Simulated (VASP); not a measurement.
Band structure of EuSi2 (space group P6/mmm). Method: PBEsol GGA, VASP's PBE PAW potentials (set 64) (plane waves; VASP 6.6.1).

The 4f electrons are frozen in the core of the lanthanide potential, so 4f levels, which can set the real gap, and their magnetism are missing.

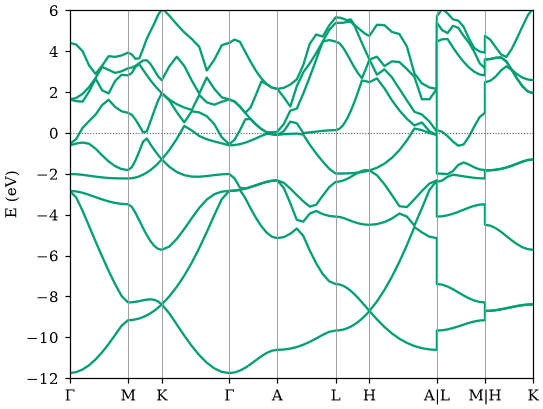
Bands along high-symmetry lines, zero at the valence-band maximum or, without a gap, the Fermi level

Problem. Read the plot: is there a gap, and where are the band edges?

Solution. It has no gap at this level: it comes out as a metal or semimetal. (Edges off the drawn lines would not show.)

The structure comes from a measured EuSi2 entry (P6/mmm) of the Crystallography Open Database, whose conditions weren't checked. It was relaxed first, which changed the volume by -5 %.
